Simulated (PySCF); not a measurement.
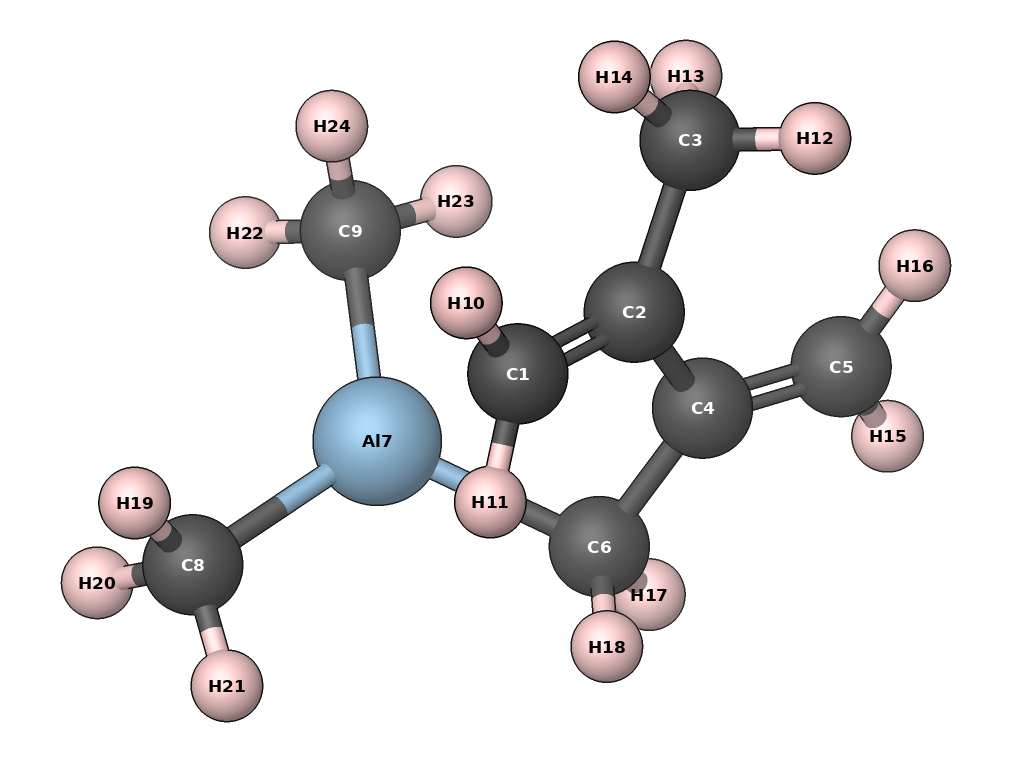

The computed structure is the end point of a GFN2-xTB optimisation. No frequency run is at hand to confirm it as a minimum. Electric field gradients from the ground-state density, PBE0/pcSseg-1 (PySCF 2.14.0), non-relativistic apart from any core potentials.

Give the largest field-gradient component, the quadrupole coupling constant and the asymmetry for 27Al at Al7 (Q = 146.6 mb), 2H at H10 (Q = 2.86 mb), 2H at H11 (Q = 2.86 mb).

```json
{"atom": "Al7", "V_zz (a.u.)": "1.218", "e²qQ/h (MHz)": "42.0", "η": "0.18"}
{"atom": "H10", "V_zz (a.u.)": "0.333", "e²qQ/h (MHz)": "0.224", "η": "0.06"}
{"atom": "H11", "V_zz (a.u.)": "0.326", "e²qQ/h (MHz)": "0.219", "η": "0.07"}
```

The geometry is semi-empirical. Around Al such bond lengths and angles can be off by a tenth of an ångström or more and by several degrees, and values that hang on the shape move with them.
